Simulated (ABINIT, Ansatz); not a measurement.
# KTaS3 (Pm-3m): zone-centre phonons, part 3 of 3

Aim: the zone-centre modes of KTaS3 (Pm-3m).

ABINIT 10.8.3; DFT LDA, scalar-relativistic, plane waves, PseudoDojo norm-conserving pseudopotentials.

So far. Step 4 (Linear response at Γ): The acoustic modes at Γ come out as far as 3.3 cm⁻¹ from zero, where they should vanish, a small numerical error. The relaxed cell has a = 4.759 Å (conventional setting).

The structure was built from a prototype and need not be the compound's stable phase.

## (5) Zone-centre analysis

anaddb reads the merged derivatives and imposes the acoustic sum rule.

File anaddb.abi:

```
ddb_filepath "gamma_DDB"
output_file "anaddb.abo"
outdata_prefix "anaddb"
asr 1
chneut 1
enunit 2
eivec 1
nph1l 1
qph1l 0.0 0.0 0.0 1.0
```

File mrgddb.in:

```
gamma_DDB
merged
2
dfpt_gammao_DDB
gso_DDB
```

Launch:

```console
mrgddb < mrgddb.in > mrgddb.log
OMP_NUM_THREADS=1 anaddb anaddb.abi > anaddb.log
```

anaddb.abo, the main output file:

```text
-outvars_anaddb: echo values of input variables ----------------------

 Miscellaneous information :
      enunit         2
       eivec         1
         asr         1
 First list of wavevector (reduced coord.) :
       nph1l         1
       qph1l
                     0.00000000E+00  0.00000000E+00  0.00000000E+00    1.000E+00

================================================================================

 read the DDB information and perform some checks

  ==== Info on the Cryst% object ====
 Real(R)+Recip(G) space primitive vectors, cartesian coordinates (Bohr,Bohr^-1):
 R(1)=  8.9927815  0.0000000  0.0000000  G(1)=  0.1112003  0.0000000  0.0000000
 R(2)=  0.0000000  8.9927815  0.0000000  G(2)=  0.0000000  0.1112003  0.0000000
 R(3)=  0.0000000  0.0000000  8.9927815  G(3)=  0.0000000  0.0000000  0.1112003
 Unit cell volume ucvol=  7.2724732E+02 bohr^3
 Angles (23,13,12)=  9.00000000E+01  9.00000000E+01  9.00000000E+01 degrees
 Time-reversal symmetry is present
 Reduced atomic positions [iatom, xred, symbol]:
    1)    0.0000000  0.0000000  0.0000000   K
    2)    0.5000000  0.5000000  0.5000000  Ta
    3)    0.5000000  0.5000000  0.0000000   S
    4)    0.5000000  0.0000000  0.5000000   S
    5)    0.0000000  0.5000000  0.5000000   S

 DDB file with 3 blocks has been read.

================================================================================

 Treat the first list of vectors

  Phonon wavevector (reduced coordinates) :  0.00000  0.00000  0.00000
 Phonon energies in Hartree :
   0.000000E+00  0.000000E+00  0.000000E+00  3.645449E-04  3.645449E-04
   3.645449E-04  5.714632E-04  5.714632E-04  5.714632E-04  6.268273E-04
   6.268273E-04  6.268273E-04  1.667469E-03  1.667469E-03  1.667469E-03
 Phonon energies in meV     :
-  0.000000E+00  0.000000E+00  0.000000E+00  9.919771E+00  9.919771E+00
-  9.919771E+00  1.555031E+01  1.555031E+01  1.555031E+01  1.705684E+01
-  1.705684E+01  1.705684E+01  4.537414E+01  4.537414E+01  4.537414E+01
 Phonon frequencies in cm-1    :
-  0.000000E+00  0.000000E+00  0.000000E+00  8.000835E+01  8.000835E+01
-  8.000835E+01  1.254217E+02  1.254217E+02  1.254217E+02  1.375727E+02
-  1.375727E+02  1.375727E+02  3.659671E+02  3.659671E+02  3.659671E+02
 Phonon frequencies in Thz     :
-  0.000000E+00  0.000000E+00  0.000000E+00  2.398590E+00  2.398590E+00
-  2.398590E+00  3.760047E+00  3.760047E+00  3.760047E+00  4.124326E+00
-  4.124326E+00  4.124326E+00  1.097142E+01  1.097142E+01  1.097142E+01
 Phonon energies in Kelvin  :
-  0.000000E+00  0.000000E+00  0.000000E+00  1.151142E+02  1.151142E+02
-  1.151142E+02  1.804538E+02  1.804538E+02  1.804538E+02  1.979364E+02
-  1.979364E+02  1.979364E+02  5.265450E+02  5.265450E+02  5.265450E+02

 Eigendisplacements
 (will be given, for each mode : in cartesian coordinates
   for each atom the real part of the displacement vector,
   then the imaginary part of the displacement vector - absolute values smaller than 1.0d-7 are set to zero)
  Mode number    1   Energy    0.000000E+00
 Attention : low frequency mode.
   (Could be unstable or acoustic mode)
-  1  0.00000000E+00  0.00000000E+00  1.31704584E-03
-     0.00000000E+00  0.00000000E+00  0.00000000E+00
-  2  0.00000000E+00  0.00000000E+00  1.31707732E-03
-     0.00000000E+00  0.00000000E+00  0.00000000E+00
-  3  0.00000000E+00  0.00000000E+00  1.31706887E-03
-     0.00000000E+00  0.00000000E+00  0.00000000E+00
-  4  0.00000000E+00  0.00000000E+00  1.31706175E-03
-     0.00000000E+00  0.00000000E+00  0.00000000E+00
-  5  0.00000000E+00  0.00000000E+00  1.31706175E-03
-     0.00000000E+00  0.00000000E+00  0.00000000E+00
  Mode number    2   Energy    0.000000E+00
 Attention : low frequency mode.
   (Could be unstable or acoustic mode)
-  1  0.00000000E+00  1.31704584E-03  0.00000000E+00
-     0.00000000E+00  0.00000000E+00  0.00000000E+00
-  2  0.00000000E+00  1.31707732E-03  0.00000000E+00
-     0.00000000E+00  0.00000000E+00  0.00000000E+00
-  3  0.00000000E+00  1.31706175E-03  0.00000000E+00
-     0.00000000E+00  0.00000000E+00  0.00000000E+00
-  4  0.00000000E+00  1.31706887E-03  0.00000000E+00
-     0.00000000E+00  0.00000000E+00  0.00000000E+00
-  5  0.00000000E+00  1.31706175E-03  0.00000000E+00
-     0.00000000E+00  0.00000000E+00  0.00000000E+00
  Mode number    3   Energy    0.000000E+00
 Attention : low frequency mode.
   (Could be unstable or acoustic mode)
-  1  1.31704584E-03  0.00000000E+00  0.00000000E+00
-     0.00000000E+00  0.00000000E+00  0.00000000E+00
-  2  1.31707732E-03  0.00000000E+00  0.00000000E+00
-     0.00000000E+00  0.00000000E+00  0.00000000E+00
-  3  1.31706175E-03  0.00000000E+00  0.00000000E+00
-     0.00000000E+00  0.00000000E+00  0.00000000E+00
-  4  1.31706175E-03  0.00000000E+00  0.00000000E+00
-     0.00000000E+00  0.00000000E+00  0.00000000E+00
-  5  1.31706887E-03  0.00000000E+00  0.00000000E+00
-     0.00000000E+00  0.00000000E+00  0.00000000E+00
  Mode number    4   Energy    3.645449E-04
-  1  0.00000000E+00  0.00000000E+00 -3.06858719E-03
-     0.00000000E+00  0.00000000E+00  0.00000000E+00
-  2  0.00000000E+00  0.00000000E+00  9.06197466E-04
-     0.00000000E+00  0.00000000E+00  0.00000000E+00
-  3  0.00000000E+00  0.00000000E+00  3.58337238E-05
-     0.00000000E+00  0.00000000E+00  0.00000000E+00
-  4  0.00000000E+00  0.00000000E+00 -7.04023324E-04
-     0.00000000E+00  0.00000000E+00  0.00000000E+00
-  5  0.00000000E+00  0.00000000E+00 -7.04023324E-04
-     0.00000000E+00  0.00000000E+00  0.00000000E+00
  Mode number    5   Energy    3.645449E-04
-  1  0.00000000E+00 -3.06858719E-03  0.00000000E+00
-     0.00000000E+00  0.00000000E+00  0.00000000E+00
-  2  0.00000000E+00  9.06197466E-04  0.00000000E+00
-     0.00000000E+00  0.00000000E+00  0.00000000E+00
-  3  0.00000000E+00 -7.04023324E-04  0.00000000E+00
-     0.00000000E+00  0.00000000E+00  0.00000000E+00
-  4  0.00000000E+00  3.58337238E-05  0.00000000E+00
-     0.00000000E+00  0.00000000E+00  0.00000000E+00
-  5  0.00000000E+00 -7.04023324E-04  0.00000000E+00
-     0.00000000E+00  0.00000000E+00  0.00000000E+00
  Mode number    6   Energy    3.645449E-04
-  1  3.06858719E-03  0.00000000E+00  0.00000000E+00
-     0.00000000E+00  0.00000000E+00  0.00000000E+00
-  2 -9.06197466E-04  0.00000000E+00  0.00000000E+00
-     0.00000000E+00  0.00000000E+00  0.00000000E+00
-  3  7.04023324E-04  0.00000000E+00  0.00000000E+00
-     0.00000000E+00  0.00000000E+00  0.00000000E+00
-  4  7.04023324E-04  0.00000000E+00  0.00000000E+00
-     0.00000000E+00  0.00000000E+00  0.00000000E+00
-  5 -3.58337238E-05  0.00000000E+00  0.00000000E+00
-     0.00000000E+00  0.00000000E+00  0.00000000E+00
  Mode number    7   Energy    5.714632E-04
-  1  0.00000000E+00  0.00000000E+00 -1.69695850E-03
-     0.00000000E+00  0.00000000E+00  0.00000000E+00
-  2  0.00000000E+00  0.00000000E+00 -6.19453110E-04
-     0.00000000E+00  0.00000000E+00  0.00000000E+00
-  3  0.00000000E+00  0.00000000E+00  9.94902725E-04
-     0.00000000E+00  0.00000000E+00  0.00000000E+00
-  4  0.00000000E+00  0.00000000E+00  2.28489260E-03
-     0.00000000E+00  0.00000000E+00  0.00000000E+00
-  5  0.00000000E+00  0.00000000E+00  2.28489260E-03
-     0.00000000E+00  0.00000000E+00  0.00000000E+00
  Mode number    8   Energy    5.714632E-04
-  1  0.00000000E+00  1.69695850E-03  0.00000000E+00
-     0.00000000E+00  0.00000000E+00  0.00000000E+00
-  2  0.00000000E+00  6.19453110E-04  0.00000000E+00
-     0.00000000E+00  0.00000000E+00  0.00000000E+00
-  3  0.00000000E+00 -2.28489260E-03  0.00000000E+00
-     0.00000000E+00  0.00000000E+00  0.00000000E+00
-  4  0.00000000E+00 -9.94902725E-04  0.00000000E+00
-     0.00000000E+00  0.00000000E+00  0.00000000E+00
-  5  0.00000000E+00 -2.28489260E-03  0.00000000E+00
-     0.00000000E+00  0.00000000E+00  0.00000000E+00
  Mode number    9   Energy    5.714632E-04
-  1  1.69695850E-03  0.00000000E+00  0.00000000E+00
-     0.00000000E+00  0.00000000E+00  0.00000000E+00
-  2  6.19453110E-04  0.00000000E+00  0.00000000E+00
-     0.00000000E+00  0.00000000E+00  0.00000000E+00
-  3 -2.28489260E-03  0.00000000E+00  0.00000000E+00
-     0.00000000E+00  0.00000000E+00  0.00000000E+00
-  4 -2.28489260E-03  0.00000000E+00  0.00000000E+00
-     0.00000000E+00  0.00000000E+00  0.00000000E+00
-  5 -9.94902725E-04  0.00000000E+00  0.00000000E+00
-     0.00000000E+00  0.00000000E+00  0.00000000E+00
  Mode number   10   Energy    6.268273E-04
-  1  0.00000000E+00  0.00000000E+00  0.00000000E+00
-     0.00000000E+00  0.00000000E+00  0.00000000E+00
-  2  0.00000000E+00  0.00000000E+00  0.00000000E+00
-     0.00000000E+00  0.00000000E+00  0.00000000E+00
-  3  0.00000000E+00  0.00000000E+00  0.00000000E+00
-     0.00000000E+00  0.00000000E+00  0.00000000E+00
-  4  0.00000000E+00  0.00000000E+00 -2.92470830E-03
-     0.00000000E+00  0.00000000E+00  0.00000000E+00
-  5  0.00000000E+00  0.00000000E+00  2.92470830E-03
-     0.00000000E+00  0.00000000E+00  0.00000000E+00
  Mode number   11   Energy    6.268273E-04
-  1  0.00000000E+00  0.00000000E+00  0.00000000E+00
-     0.00000000E+00  0.00000000E+00  0.00000000E+00
-  2  0.00000000E+00  0.00000000E+00  0.00000000E+00
-     0.00000000E+00  0.00000000E+00  0.00000000E+00
-  3  0.00000000E+00 -2.92470830E-03  0.00000000E+00
-     0.00000000E+00  0.00000000E+00  0.00000000E+00
-  4  0.00000000E+00  0.00000000E+00  0.00000000E+00
-     0.00000000E+00  0.00000000E+00  0.00000000E+00
-  5  0.00000000E+00  2.92470830E-03  0.00000000E+00
-     0.00000000E+00  0.00000000E+00  0.00000000E+00
  Mode number   12   Energy    6.268273E-04
-  1  0.00000000E+00  0.00000000E+00  0.00000000E+00
-     0.00000000E+00  0.00000000E+00  0.00000000E+00
-  2  0.00000000E+00  0.00000000E+00  0.00000000E+00
-     0.00000000E+00  0.00000000E+00  0.00000000E+00
-  3  2.92470830E-03  0.00000000E+00  0.00000000E+00
-     0.00000000E+00  0.00000000E+00  0.00000000E+00
-  4 -2.92470830E-03  0.00000000E+00  0.00000000E+00
-     0.00000000E+00  0.00000000E+00  0.00000000E+00
-  5  0.00000000E+00  0.00000000E+00  0.00000000E+00
-     0.00000000E+00  0.00000000E+00  0.00000000E+00
  Mode number   13   Energy    1.667469E-03
-  1  0.00000000E+00  0.00000000E+00  1.67777692E-05
-     0.00000000E+00  0.00000000E+00  0.00000000E+00
-  2  0.00000000E+00  0.00000000E+00 -3.03466996E-04
-     0.00000000E+00  0.00000000E+00  0.00000000E+00
-  3  0.00000000E+00  0.00000000E+00  3.79236751E-03
-     0.00000000E+00  0.00000000E+00  0.00000000E+00
-  4  0.00000000E+00  0.00000000E+00 -1.05018280E-03
-     0.00000000E+00  0.00000000E+00  0.00000000E+00
-  5  0.00000000E+00  0.00000000E+00 -1.05018280E-03
-     0.00000000E+00  0.00000000E+00  0.00000000E+00
  Mode number   14   Energy    1.667469E-03
-  1  0.00000000E+00 -1.67777692E-05  0.00000000E+00
-     0.00000000E+00  0.00000000E+00  0.00000000E+00
-  2  0.00000000E+00  3.03466996E-04  0.00000000E+00
-     0.00000000E+00  0.00000000E+00  0.00000000E+00
-  3  0.00000000E+00  1.05018280E-03  0.00000000E+00
-     0.00000000E+00  0.00000000E+00  0.00000000E+00
-  4  0.00000000E+00 -3.79236751E-03  0.00000000E+00
-     0.00000000E+00  0.00000000E+00  0.00000000E+00
-  5  1.42842803E-07  1.05018280E-03  0.00000000E+00
-     0.00000000E+00  0.00000000E+00  0.00000000E+00
  Mode number   15   Energy    1.667469E-03
-  1  1.67777692E-05  0.00000000E+00  0.00000000E+00
-     0.00000000E+00  0.00000000E+00  0.00000000E+00
-  2 -3.03466996E-04  0.00000000E+00  0.00000000E+00
-     0.00000000E+00  0.00000000E+00  0.00000000E+00
-  3 -1.05018280E-03  0.00000000E+00  0.00000000E+00
-     0.00000000E+00  0.00000000E+00  0.00000000E+00
-  4 -1.05018280E-03  1.42842803E-07  0.00000000E+00
-     0.00000000E+00  0.00000000E+00  0.00000000E+00
-  5  3.79236751E-03  0.00000000E+00  0.00000000E+00
-     0.00000000E+00  0.00000000E+00  0.00000000E+00

 Analysis of degeneracies and characters (maximum tolerance=1.00E-06 a.u.)
 For each vibration mode, or group of modes if degenerate,
 the characters are given for each symmetry operation (see the list in the log file).
 Symmetry characters of vibration mode #   1
       degenerate with vibration modes #   2 to    3
  3.0 -3.0 -1.0  1.0 -1.0  1.0 -1.0  1.0  1.0 -1.0 -1.0  1.0  1.0 -1.0 -1.0  1.0
 -0.0  0.0 -0.0  0.0  0.0 -0.0  0.0 -0.0  1.0 -1.0 -1.0  1.0 -1.0  1.0  1.0 -1.0
 -0.0  0.0  0.0 -0.0  0.0 -0.0 -0.0  0.0  1.0 -1.0  1.0 -1.0 -1.0  1.0 -1.0  1.0
 Symmetry characters of vibration mode #   4
       degenerate with vibration modes #   5 to    6
  3.0 -3.0 -1.0  1.0 -1.0  1.0 -1.0  1.0  1.0 -1.0 -1.0  1.0  1.0 -1.0 -1.0  1.0
 -0.0  0.0 -0.0  0.0  0.0 -0.0  0.0 -0.0  1.0 -1.0 -1.0  1.0 -1.0  1.0  1.0 -1.0
 -0.0  0.0  0.0 -0.0  0.0 -0.0 -0.0  0.0  1.0 -1.0  1.0 -1.0 -1.0  1.0 -1.0  1.0
 Symmetry characters of vibration mode #   7
       degenerate with vibration modes #   8 to    9
  3.0 -3.0 -1.0  1.0 -1.0  1.0 -1.0  1.0  1.0 -1.0 -1.0  1.0  1.0 -1.0 -1.0  1.0
 -0.0  0.0 -0.0  0.0  0.0 -0.0  0.0 -0.0  1.0 -1.0 -1.0  1.0 -1.0  1.0  1.0 -1.0
 -0.0  0.0  0.0 -0.0  0.0 -0.0 -0.0  0.0  1.0 -1.0  1.0 -1.0 -1.0  1.0 -1.0  1.0
 Symmetry characters of vibration mode #  10
       degenerate with vibration modes #  11 to   12
  3.0 -3.0 -1.0  1.0 -1.0  1.0 -1.0  1.0 -1.0  1.0  1.0 -1.0 -1.0  1.0  1.0 -1.0
 -0.0  0.0 -0.0  0.0  0.0 -0.0  0.0 -0.0 -1.0  1.0  1.0 -1.0  1.0 -1.0 -1.0  1.0
 -0.0  0.0  0.0 -0.0  0.0 -0.0 -0.0  0.0 -1.0  1.0 -1.0  1.0  1.0 -1.0  1.0 -1.0
 Symmetry characters of vibration mode #  13
       degenerate with vibration modes #  14 to   15
  3.0 -3.0 -1.0  1.0 -1.0  1.0 -1.0  1.0  1.0 -1.0 -1.0  1.0  1.0 -1.0 -1.0  1.0
  0.0 -0.0  0.0 -0.0 -0.0  0.0 -0.0  0.0  1.0 -1.0 -1.0  1.0 -1.0  1.0  1.0 -1.0
  0.0 -0.0 -0.0  0.0 -0.0  0.0  0.0 -0.0  1.0 -1.0  1.0 -1.0 -1.0  1.0 -1.0  1.0
-
```

Elapsed: 0.78 s, on 1 thread of Intel Xeon at 2.70GHz, shared host.

Read from the output:

| Item | Value |
| --- | --- |
| lowest optical zone-centre mode | 80.01 cm⁻¹ |

No LO-TO term; unit eigenvectors of the mass-weighted matrix, from anaddb's displacements. The modes at Γ (shares of kinetic energy by element, %):

```
mode  frequency (cm⁻¹)  symmetry  K %  Ta %  S %
   1               0.0  acoustic   12    57   30
   2               0.0  acoustic   12    57   30
   3               0.0  acoustic   12    57   30
   4              80.0       T1u   67    27    6
   5              80.0       T1u   67    27    6
   6              80.0       T1u   67    27    6
   7             125.4       T1u   21    13   67
   8             125.4       T1u   21    13   67
   9             125.4       T1u   21    13   67
  10             137.6       T2u    0     0  100
  11             137.6       T2u    0     0  100
  12             137.6       T2u    0     0  100
  13             366.0       T1u    0     3   97
  14             366.0       T1u    0     3   97
  15             366.0       T1u    0     3   97
```

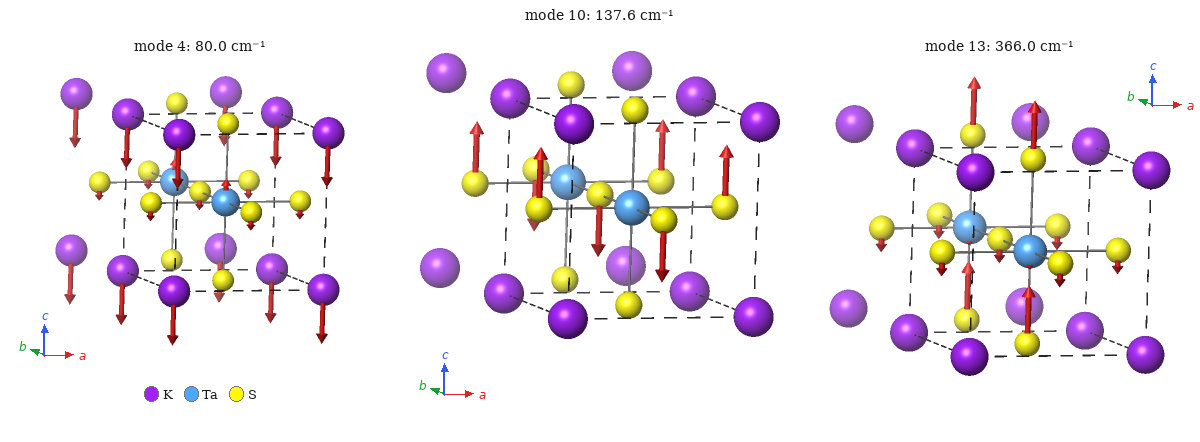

Displacement patterns of modes 4, 10 and 13 at Γ; arrows are exaggerated. 1×2×1 cells are drawn. Some periodic images of atoms are drawn too.

The rule also moves an optical mode by 0.3 cm⁻¹.

## (6) Summary of results

* space group after relaxation: Pm-3m
* volume per atom: 21.6 Å³
* highest optical zone-centre mode (no LO-TO term): 366.0 cm⁻¹
* lowest optical zone-centre mode: 80.0 cm⁻¹
* imaginary optical modes at the zone centre (no q mesh in this session): none

What this shows: At the LDA level the optical modes of KTaS3 (Pm-3m) at the zone centre run from 80 to 366 cm⁻¹. These are harmonic frequencies at zero temperature: anharmonic shifts and linewidths and thermal expansion are left out. Spin-orbit coupling is left out, which can matter for the heavy elements here. In a metal the frequencies hang on the k mesh and the smearing, most of all near Kohn anomalies. The structure is a hypothetical one, built on a prototype.

[Host names and launcher messages were left out of these logs when they were recorded.]

[Logs are printed without paths, hosts, clocks, repeated set-up lines and the standing remarks that a program may print on its own settings, such as how far it seeks lower states.]

[Hosts, paths, dates, database ids (printed as entryN), source tags and the programs' standing remarks are cut or masked in the printed files.]
